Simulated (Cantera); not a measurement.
A closed system holds: 1 mol MgO, 0.032 mol Br2, 0.14 mol H2, at 113 Torr.

Equilibrium computed with Cantera from the NASA thermochemical tables; the gas is ideal and each condensed phase is pure. Candidate condensed phases: Br2, H2O, Mg, MgBr2, MgO, Mg(OH)2; 20 gas species. The numbers say what is thermodynamically allowed, not how fast it happens.

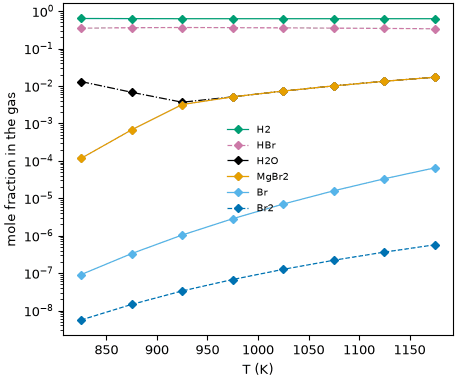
Figure. Equilibrium gas composition (values under 1e-9 drawn at 1e-9)

From 825 K to 925 K the condensed part is MgBr2(s) + MgO(s). From 975 K to 1175 K the condensed part is MgO(s). The main Mg-bearing gas is MgBr2 throughout.
